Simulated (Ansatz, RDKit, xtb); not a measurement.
# Isomers of CH11GeNSi2, a sample narrowed down, part 2 of 2

A sample of isomers of CH11GeNSi2 is drawn. Aim: find which of them has the lowest free energy at 298.15 K, then its properties. The sample is small against all isomers, and the most stable one of this formula need not be in it.

xtb, Ansatz and PySCF; isolated molecules. Earlier steps stand in the parts before.

## (10) c888d at MP2/def2-TZVPP

Input file input.yaml:

```yaml
crystal:
  periodic: [false, false, false]
  atoms:
    - {symbol: C, position_ang: [-3.733176, 1.391408, -0.922373]}
    - {symbol: Ge, position_ang: [1.528614, -0.342063, -0.170168]}
    - {symbol: "N", position_ang: [-1.857853, -0.640581, 0.293308]}
    - {symbol: Si, position_ang: [-3.337648, 0.269513, 0.537886]}
    - {symbol: Si, position_ang: [-0.387142, -0.700123, 1.237751]}
    - {symbol: H, position_ang: [-3.865850, 0.809128, -1.849536]}
    - {symbol: H, position_ang: [-2.926474, 2.122531, -1.092327]}
    - {symbol: H, position_ang: [-4.669582, 1.945423, -0.740827]}
    - {symbol: H, position_ang: [-4.499163, -0.652540, 0.746061]}
    - {symbol: H, position_ang: [-3.136495, 1.074122, 1.776900]}
    - {symbol: H, position_ang: [-1.876064, -1.279237, -0.501607]}
    - {symbol: H, position_ang: [-0.200941, -2.009080, 1.942855]}
    - {symbol: H, position_ang: [-0.469474, 0.372902, 2.269366]}
    - {symbol: H, position_ang: [1.526836, -1.342586, -1.351521]}
    - {symbol: H, position_ang: [1.521109, 1.080140, -0.776508]}
    - {symbol: H, position_ang: [2.860364, -0.527976, 0.593474]}
basis:
  gaussian: {orbitals: def2-TZVPP}
correlation: {method: mp2, frozen_orbitals: {"N": 1, H: 0, C: 1, Si: 5, Ge: 9}}
```

Run with:

```bash
ansatz run input.yaml --threads 2 --pin off --max-ram 5220MiB --events-out events.jsonl --progress --plain --runs-dir runs
```

Standard output:

```text
Warning: RAYON_NUM_THREADS=2 ignored (pool sized by the plan → 2); use --threads N
Functional definition: HF
  name "HF"
  exchange = exact_x
  correlation = 0
2009 factors; integrals over basis functions are off by at most 1.1e-3 eV
mean field evaluation 1: about -74882.9000 eV, gradient 4.2e1 eV
mean field evaluation 2: about -74883.1480 eV, gradient 4.2e1 eV
mean field evaluation 4: about -74887.7507 eV, gradient 4.9e0 eV
mean field evaluation 8: about -74887.8404 eV, gradient 2.4e-1 eV
mean field -74887.84070346 eV, -2752.0773850505 hartree, gradient 8.6e-6 eV, S^2 0.000000; 0 other end points of the search recorded, 0 dependent functions left out
21 core orbitals not correlated: weight in the atoms' cores, before any rotation towards them, 1.000 or more for the frozen orbitals, at most 0.000 for the correlated occupied ones
reference -74887.84070346 eV, -2752.0773850505 hartree; 21, 21 occupied and 306, 306 virtual orbitals, 2009 factors
second order -24.69394099 eV of doubles, -0.00000000 eV of singles
Total energy: -74912.53464445 eV, -2752.9848706438 hartree
```

Wall time 14 s (2 threads of Arm Neoverse V2, shared host); peak memory 1.2 GiB.

## (11) c039a at CCSD(T)/def2-SVP

Input file input.yaml:

```yaml
crystal:
  periodic: [false, false, false]
  atoms:
    - {symbol: C, position_ang: [0.296464, 1.218773, -2.618894]}
    - {symbol: Ge, position_ang: [-2.795151, 1.004921, -0.907815]}
    - {symbol: "N", position_ang: [0.276211, -0.336012, -0.085559]}
    - {symbol: Si, position_ang: [-0.392379, 1.089120, -0.865419]}
    - {symbol: Si, position_ang: [-0.373489, -1.461626, 1.079727]}
    - {symbol: H, position_ang: [1.398510, 1.271772, -2.601696]}
    - {symbol: H, position_ang: [-0.071159, 2.131530, -3.115610]}
    - {symbol: H, position_ang: [0.006425, 0.349412, -3.229941]}
    - {symbol: H, position_ang: [-0.017218, 2.348413, -0.140198]}
    - {symbol: H, position_ang: [-3.324547, -0.274034, -1.595390]}
    - {symbol: H, position_ang: [-3.430177, 1.089587, 0.497296]}
    - {symbol: H, position_ang: [-3.310149, 2.217786, -1.720085]}
    - {symbol: H, position_ang: [1.280000, -0.438900, -0.239931]}
    - {symbol: H, position_ang: [-1.856886, -1.463934, 0.944740]}
    - {symbol: H, position_ang: [0.160189, -2.829979, 0.808747]}
    - {symbol: H, position_ang: [-0.037451, -1.129004, 2.499739]}
basis:
  gaussian: {orbitals: def2-SVP}
correlation: {method: ccsd_t, frozen_orbitals: {"N": 1, H: 0, C: 1, Si: 5, Ge: 9}}
```

Run with:

```bash
ansatz run input.yaml --threads 2 --pin off --max-ram 5220MiB --events-out events.jsonl --progress --plain --runs-dir runs
```

Standard output (excerpt; [...] marks lines left out):

```text
Warning: RAYON_NUM_THREADS=2 ignored (pool sized by the plan → 2); use --threads N
[... 2 set-up lines as earlier in the session ...]
[...]
1505 factors; integrals over basis functions are off by at most 1.4e-3 eV
[...]
mean field -74871.85066615 eV, -2751.4897620177 hartree, gradient 1.8e-6 eV, S^2 0.000000; 0 other end points of the search recorded, 0 dependent functions left out
21 core orbitals not correlated: weight in the atoms' cores, before any rotation towards them, 1.000 or more for the frozen orbitals, at most 0.000 for the correlated occupied ones
reference -74871.85066615 eV, -2751.4897620177 hartree; 21, 21 occupied and 109, 109 virtual orbitals, 1505 factors
second order -20.50030216 eV of doubles, -0.00000000 eV of singles
cycle   1  -21.58638150 eV  change    -1.1e0 eV  update   1.1e-1
[...]
cycle   8  -22.41964944 eV  change   -7.9e-6 eV  update   3.2e-5
perturbative correction -0.62528714 eV, -0.0229788787 hartree
Total energy: -74894.89560273 eV, -2752.3366478168 hartree
```

Run time: 45 s. Hardware: 2 threads of Arm Neoverse V2, shared host; peak memory 1.2 GiB.

## (12) Free energies and the winner

Energies in kcal/mol from c377c; G adds the thermal terms to the CCSD(T)/def2-SVP + MP2/def2-TZVPP - MP2/def2-SVP energy. The columns left of the relaxed level are at the tight-binding geometries.

```tsv
label	SMILES	spin	GFN2-xTB	HF/STO-3G	r2SCAN-D4/def2-SVP	B3LYP/def2-SVP	HF/def2-SVP	MP2/def2-SVP	CCSD(T)/def2-SVP + MP2/def2-TZVPP - MP2/def2-SVP	G	share at equilibrium	T1
c377c	C[SiH2][N]([SiH3])[GeH3]	singlet	0.0	0.0	0.0	0.0	0.0	0.0	0.0	0.0	97.5 %	0.011
c888d	C[SiH2]N[SiH2][GeH3]	singlet	0.5	2.3	-0.2	-2.4	1.8	3.7	1.7	2.5	1.5 %	0.010
c039a	C[Si@@H]([GeH3])N[SiH3]	singlet	1.0	1.5	-0.1	-1.1	3.1	3.8	1.7	2.7	1.0 %	0.010
c514b	CN([SiH3])[SiH2][GeH3]	singlet	-2.9	16.9	18.5	16.3	20.7	20.9	21.1	22.4	< 0.1 %	0.011
```

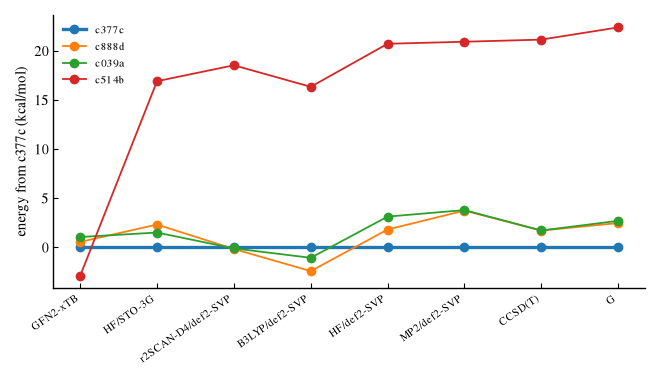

The finalists at each level, measured from c377c.

Lowest found: c377c, `C[SiH2][N]([SiH3])[GeH3]`, a singlet. Bond lengths: Ge2–N3 1.873 Å, C1–Si4 1.884 Å, N3–Si4 1.763 Å, N3–Si5 1.755 Å, C1–H6 1.102 Å, C1–H7 1.103 Å, C1–H8 1.102 Å, Si4–H9 1.495 Å, Si4–H10 1.493 Å, Si5–H11 1.497 Å, Si5–H12 1.491 Å, Si5–H13 1.495 Å, Ge2–H14 1.544 Å, Ge2–H15 1.544 Å, Ge2–H16 1.542 Å. Some angles: Ge2–N3–Si4 119.0°, Ge2–N3–Si5 117.6°, Si4–N3–Si5 123.4°, C1–Si4–N3 113.4°, N3–Ge2–H14 109.2°, N3–Ge2–H15 110.1°, N3–Ge2–H16 107.5°, C1–Si4–H9 108.7°, C1–Si4–H10 109.3°, N3–Si4–H9 108.8°.

```xyz
16

C     0.5092    3.5592    0.5276
Ge   -0.0439   -0.2632   -0.6511
N    -0.3773    0.6707    0.9380
Si   -0.9014    2.3512    0.8474
Si   -0.0875   -0.1693    2.4509
H     1.0125    3.3451   -0.4294
H     0.1265    4.5929    0.4834
H     1.2646    3.5091    1.3285
H    -1.9062    2.4845   -0.2521
H    -1.5566    2.6916    2.1456
H     1.3326   -0.0705    2.9137
H    -0.9606    0.3915    3.5218
H    -0.3923   -1.6211    2.2679
H     1.3100   -0.9964   -0.5341
H    -1.1666   -1.2908   -0.9092
H     0.0088    0.7699   -1.7941
```

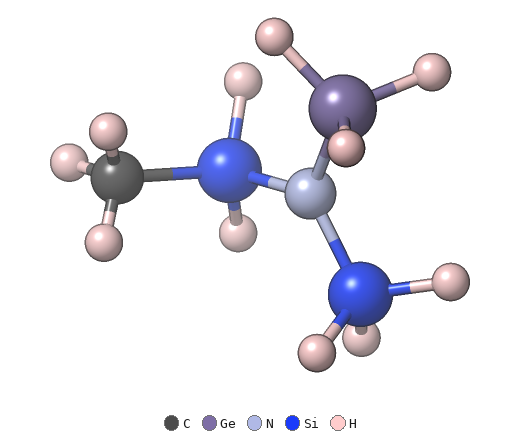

The lowest structure found, seen from a chosen angle (carbon dark grey, germanium purple, nitrogen light blue, silicon blue, hydrogen pink).

## (13) Outcome

What follows sums up all 2 parts.

| quantity | value |
| --- | --- |
| lowest structure found | C[SiH2][N]([SiH3])[GeH3], singlet |
| next finalist | C[SiH2]N[SiH2][GeH3], singlet, 2.5 kcal/mol higher in G |
| share at equilibrium, among the finalists | 97.5 % |
| funnel | 13 starts, 13 minima at GFN2-xTB from these starts (16 with those found later), 11 screening runs, 4 relaxed, 4 ranked |
| CPU time of all runs | 28 min |

**Reading.** The lowest structure found is `C[SiH2][N]([SiH3])[GeH3]`. The margin, 2.5 kcal/mol, is modest. With 5 minima in the window unscreened, the next finalist need not be the second lowest, and margin and share hold for the finalists alone. HF/STO-3G, HF/def2-SVP and MP2/def2-SVP already put its bonding pattern lowest among the structures in one piece; GFN2-xTB favours the singlet CN([SiH3])[SiH2][GeH3]; r2SCAN-D4/def2-SVP and B3LYP/def2-SVP favour the singlet C[SiH2]N[SiH2][GeH3]. The largest share of the time went into the relaxations (65 % of the CPU time that the search's summary counts). 5 minima inside the window were never screened. Lowest found is not proven lowest: the search is finite, and each finalist counts with one conformer. Only 4 drawn patterns were tried, so whole families of isomers are missing, and the result ranks only the part of this sample that was screened.
